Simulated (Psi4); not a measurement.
# HOF (hypofluorous acid) at MP2/6-31G(d) (density fitting for correlation, spherical functions, ints tolerance 1e-12, sweep point 6)

Aim: the vertical electron affinity of HOF (hypofluorous acid) at MP2/6-31G* (density fitting for correlation, spherical functions, ints tolerance 1e-12, sweep point 6), from 2 runs. 

The results are computed with Psi4 1.11.

4 further runs of the same task are left out: 4 set aside as unsound or not needed.

### Step 1. The structure to begin with

HOF: 3 atoms, total charge 0, spin state singlet. As SMILES, `OF`. The shape is that of a PBE0-D4/def2-TZVP optimisation.

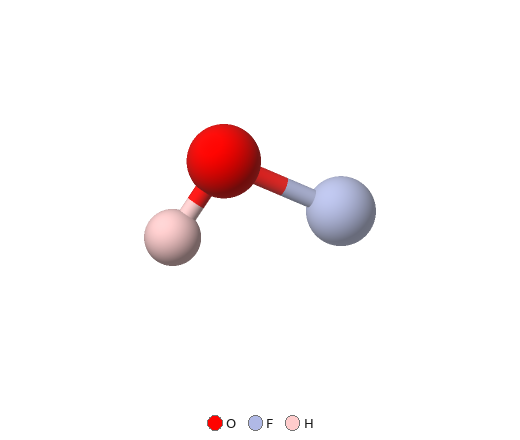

Viewed from a chosen angle; oxygen red, fluorine light blue, hydrogen pink.

### Step 2. The energy at MP2/6-31G(d) (density fitting for correlation, spherical functions, ints tolerance 1e-12, sweep point 6)

File calc.dat:

```
memory 1600 mb

molecule geom {
  0 1
  O      0.81369717    -0.39748499     0.40880445
  F     -0.41934912     1.91735392    -0.02074919
  H     -0.39436694    -1.51986893    -0.38805526
  units bohr
  symmetry c1
}

set globals {
  puream          true
  scf_type        direct
  num_frozen_docc 2
  ints_tolerance  1e-12
  maxiter         60
}

result, w = energy("mp2/6-31G*", return_wfn=True)
```

Command:

```console
$ psi4 calc.dat calc.out -n 1
```

calc.out:

```text
[...]
  Running in c1 symmetry.
[...]
  Nuclear repulsion =   34.062701197293578
[...]
  Multiplicity = 1
[...]
  Nalpha       = 9
  Nbeta        = 9
[...]
    Number of basis functions: 30
[...]
   @DF-RHF iter   1:  -174.69783215690623   -6.63790e-01   8.07781e-03 ADIIS/DIIS
[...]
   @RHF iter  20:  -174.72568588609693   -2.84217e-13   2.59111e-09 DIIS
[...]
    Orbital Energies [Eh]
    ---------------------
    Doubly Occupied:
       1A    -26.341160     2A    -20.689585     3A     -1.647850
       4A     -1.305073     5A     -0.773914     6A     -0.719069
       7A     -0.683480     8A     -0.595005     9A     -0.531067
[...]
  @RHF Final Energy:  -174.72568588609693
   => Energetics <=
    Nuclear Repulsion Energy =             34.0627011972935776
    One-Electron Energy =                -311.0043679570215431
    Two-Electron Energy =                 102.2159808736310396
    Total Energy =                       -174.7256858860969260
[...]
 Multipole Moments:
 ------------------------------------------------------------------------------------
     Multipole            Electronic (a.u.)      Nuclear  (a.u.)        Total (a.u.)
 ------------------------------------------------------------------------------------
 L = 1.  Multiply by 2.5417464519 to convert [e a0] to [Debye]
 Dipole X            :         -0.3974028           -0.0741923           -0.4715950
 Dipole Y            :          0.9859780           -1.7197104           -0.7337324
 Dipole Z            :          0.0000000           -0.0000000            0.0000000
 Magnitude           :                                                    0.8722185
[...]
```

It took 3.3 s on 1 thread of Intel Xeon at 2.70GHz, shared host; peak memory 0.19 GiB.

### Step 3. The doublet anion, same level

File input.in:

```
memory 1600 mb

molecule system {
  -1 2
  O      0.81369717    -0.39748499     0.40880445
  F     -0.41934912     1.91735392    -0.02074919
  H     -0.39436694    -1.51986893    -0.38805526
  units au
  symmetry c1
}

set globals {
  reference uhf
  puream true
  scf_type direct
  num_frozen_docc 2
  ints_tolerance 1e-12
  maxiter 100
}

energy("mp2/6-31G*")
```

Command:

```console
$ psi4 input.in input.out -n 1
```

input.out:

```text
[...]
  Running in c1 symmetry.
[...]
  Nuclear repulsion =   34.062701197293578
[...]
  Multiplicity = 2
[...]
  Nalpha       = 10
  Nbeta        = 9
[...]
    Number of basis functions: 30
[...]
   @DF-UHF iter   1:  -174.48064425813570   -4.46602e-01   1.73605e-02 ADIIS/DIIS
[...]
   @UHF iter  27:  -174.59135654498931   -1.19371e-12   7.68520e-09 DIIS
[...]
   @S^2 Observed:                7.592073383E-01
[...]
    Orbital Energies [Eh]
    ---------------------
    Alpha Occupied:
       1A    -25.850085     2A    -20.209623     3A     -1.251781
       4A     -0.926945     5A     -0.414088     6A     -0.334397
       7A     -0.293216     8A     -0.181892     9A     -0.110648
      10A      0.053760
    Alpha Virtual:
      11A      0.516072    12A      1.345587    13A      1.478093
      14A      1.501867    15A      1.552365    16A      1.866415
      17A      1.899433    18A      1.902617    19A      1.942008
      20A      2.198756    21A      2.213440    22A      2.322526
      23A      2.387749    24A      2.536077    25A      2.602360
[...]
  @UHF Final Energy:  -174.59135654498931
   => Energetics <=
    Nuclear Repulsion Energy =             34.0627011972935776
    One-Electron Energy =                -318.8189003021864210
    Two-Electron Energy =                 110.1648425599035477
    Total Energy =                       -174.5913565449893099
  UHF NO Occupations:
  HONO-2 :    8  A 1.9992060
  HONO-1 :    9  A 1.9974446
[...]
 Multipole Moments:
 ------------------------------------------------------------------------------------
     Multipole            Electronic (a.u.)      Nuclear  (a.u.)        Total (a.u.)
 ------------------------------------------------------------------------------------
 L = 1.  Multiply by 2.5417464519 to convert [e a0] to [Debye]
 Dipole X            :         -0.3850286           -0.0741923           -0.4592208
 Dipole Y            :          1.5775330           -1.7197104           -0.1421774
 Dipole Z            :         -0.0000000           -0.0000000           -0.0000000
 Magnitude           :                                                    0.4807267
[...]
```

Run time: 3.3 s. Hardware: 1 thread of Intel Xeon at 2.70GHz, shared host; peak memory 0.19 GiB.

### Step 4. Outcome

At MP2/6-31G* (density fitting for correlation, spherical functions, ints tolerance 1e-12, sweep point 6), 2 core orbitals frozen:

| quantity | value |
| --- | --- |
| singlet HOF: total energy | -175.08237 Eh |
| singlet HOF: HOMO energy (Hartree–Fock orbitals) | -14.45 eV |
| singlet HOF: LUMO energy (Hartree–Fock orbitals) | 5.12 eV |
| singlet HOF: HOMO–LUMO gap (Hartree–Fock orbitals) | 19.57 eV |
| singlet HOF: correlation energy (2 core orbitals frozen) | -356.7 mEh |
| doublet anion: total energy | -174.94150 Eh |
| doublet anion: HOMO energy (Hartree–Fock orbitals) (highest over α and β) | 1.46 eV |
| doublet anion: LUMO energy (Hartree–Fock orbitals) (lowest over α and β) | 14.04 eV |
| doublet anion: correlation energy (2 core orbitals frozen) | -350.1 mEh |
| doublet anion: ⟨S²⟩ of the reference determinant | 0.759 |
| vertical electron affinity (to the doublet anion) | -3.833 eV |

**Reading.** The anion lies 3.83 eV (370 kJ/mol) above the neutral: the electron isn't bound at this level, and such a value depends on the basis. Without diffuse functions anions come out too high. The HOMO (doublet anion) lies at positive energy, 1.46 eV: the electron is unbound at this level or held by a compact basis; values depend on the basis.
